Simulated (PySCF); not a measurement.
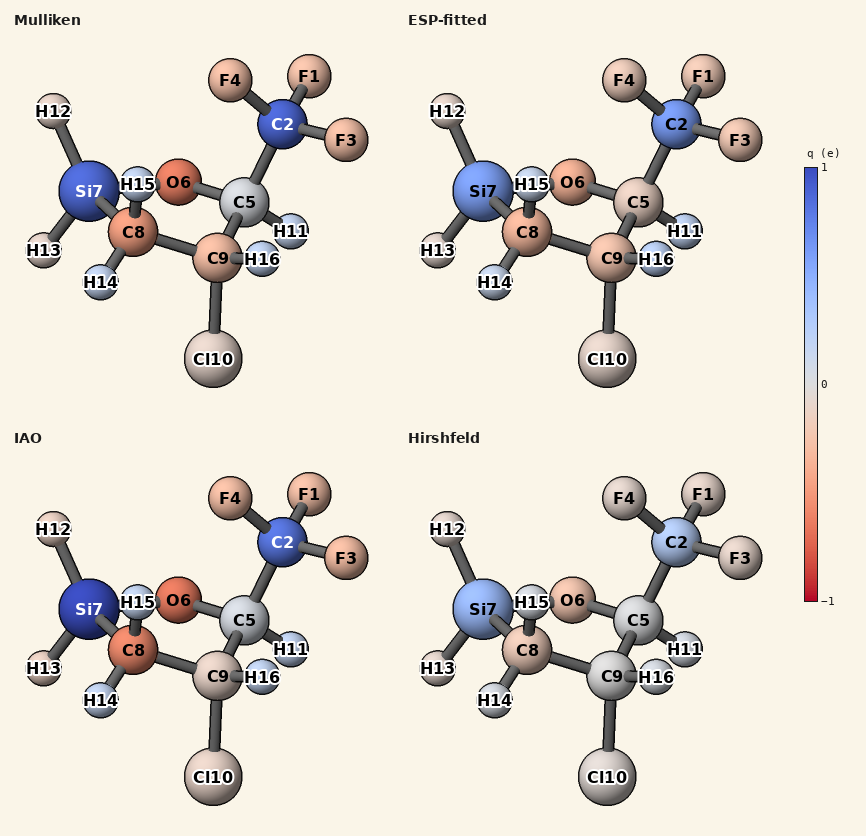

Atomic charges of one calculation by 4 schemes, on one colour scale. Computed geometry: GFN2-xTB optimisation. No frequency run is at hand to confirm it as a minimum. Computed with PBE0/pcSseg-1 (PySCF 2.14.0).

> On which atom do the schemes disagree most?

On C2 (from 0.25 to 0.86 e).

List the charges (e), one line for each set of equivalent atoms.

| atom | Mulliken | ESP-fitted | IAO | Hirshfeld |
| --- | --- | --- | --- | --- |
| F1 | −0.26 | −0.19 | −0.27 | −0.09 |
| C2 | 0.86 | 0.60 | 0.79 | 0.25 |
| F3 | −0.27 | −0.21 | −0.29 | −0.09 |
| F4 | −0.27 | −0.17 | −0.28 | −0.07 |
| C5 | 0.03 | −0.13 | 0.04 | 0.01 |
| O6 | −0.61 | −0.35 | −0.63 | −0.23 |
| Si7 | 0.85 | 0.57 | 0.99 | 0.40 |
| C8 | −0.46 | −0.32 | −0.57 | −0.18 |
| C9 | −0.28 | −0.24 | −0.11 | 0.00 |
| Cl10 | −0.09 | −0.09 | −0.10 | −0.04 |
| H11 | 0.17 | 0.19 | 0.18 | 0.05 |
| H12 | −0.09 | −0.09 | −0.13 | −0.07 |
| H13 | −0.09 | −0.08 | −0.13 | −0.07 |
| H14 | 0.16 | 0.14 | 0.17 | 0.04 |
| H15 | 0.16 | 0.14 | 0.17 | 0.04 |
| H16 | 0.18 | 0.22 | 0.18 | 0.05 |

The geometry is semi-empirical. Around Si such bond lengths and angles can be off by a tenth of an ångström or more and by several degrees, and values that hang on the shape move with them.
